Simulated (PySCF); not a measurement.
**C₅H₁₁NO₂Si: density, localisation and related maps**

```yaml
atoms:
  - { symbol: C, position_ang: [-2.9285, 0.7330, -0.4966] }
  - { symbol: C, position_ang: [-1.6187, 0.8042, -0.3562] }
  - { symbol: C, position_ang: [-0.6636, -0.2773, -0.7791] }
  - { symbol: C, position_ang: [-0.4508, -1.2922, 0.3552] }
  - { symbol: C, position_ang: [0.1990, -0.6488, 1.5748] }
  - { symbol: O, position_ang: [1.4492, -0.0891, 1.2864] }
  - { symbol: Si, position_ang: [1.7133, 0.6710, -0.1322] }
  - { symbol: N, position_ang: [3.1896, 0.0603, -0.7648] }
  - { symbol: O, position_ang: [0.5580, 0.2643, -1.2064] }
  - { symbol: H, position_ang: [-3.4047, -0.1221, -0.9481] }
  - { symbol: H, position_ang: [-3.5798, 1.5228, -0.1642] }
  - { symbol: H, position_ang: [-1.1491, 1.6716, 0.0851] }
  - { symbol: H, position_ang: [-1.0799, -0.8103, -1.6458] }
  - { symbol: H, position_ang: [0.2134, -2.0749, -0.0161] }
  - { symbol: H, position_ang: [-1.4096, -1.7283, 0.6361] }
  - { symbol: H, position_ang: [-0.4619, 0.1275, 1.9816] }
  - { symbol: H, position_ang: [0.3614, -1.4034, 2.3528] }
  - { symbol: H, position_ang: [1.6389, 2.1147, 0.1175] }
  - { symbol: H, position_ang: [3.4183, 0.3328, -1.7057] }
  - { symbol: H, position_ang: [4.0003, 0.1549, -0.1773] }
```

Geometry: GFN2-xTB.

All numbers below come from PBE0/pcSseg-1, SCF density, gas phase, non-relativistic (PySCF).

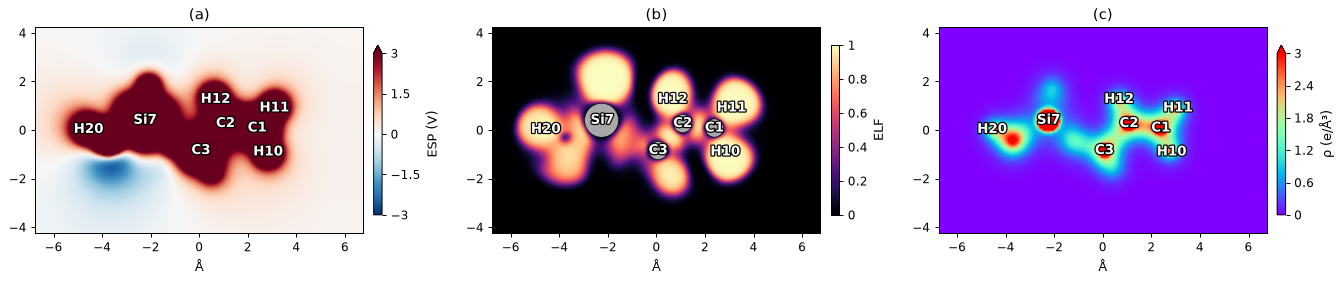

Figure 1. (a) electrostatic potential; (b) ELF; (c) total electron density on the plane of atoms H10, C1 and H11. Grey discs cover the atomic cores in the ELF map.

**Describe what can be read from this map.**

The section cuts through C, Si and H sites. C–C (1.32 Å): ρ is about 2.3 e/Å³ halfway; the ELF peaks at about 0.90 between the atoms; a multiple bond. C–C (1.50 Å): ρ at the midpoint is about 1.8 e/Å³; the ELF peaks at about 0.95 between the atoms; a covalent bond. C–H (1.08 Å): the density is about 2 e/Å³ at the midpoint; the ELF climbs to about 1 towards the hydrogen, as it does in any bond to H; a covalent bond by its length. The ELF also peaks beside N8, away from the bonds: lone-pair regions. Outside the dense part of the molecule the potential is most negative (−2.5 V) near N8, which lies off the plane.

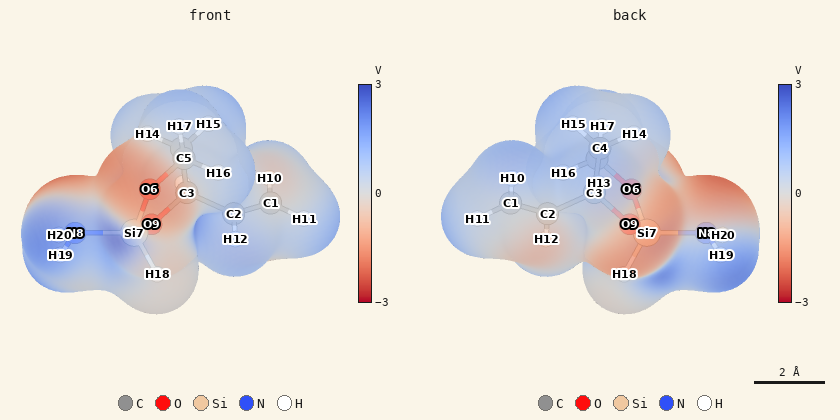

Figure 2. The molecular electrostatic potential painted on the density surface at 0.004 e/bohr³, seen from the front and from behind; the colour scale runs from red (negative) to blue (positive).

**Describe the electrostatic potential map.**

The most negative region (about −1.9 V) lies over N8, the most positive (about +2.0 V) over Si7, H19 and H20. N8 is the likeliest acceptor of a hydrogen bond.
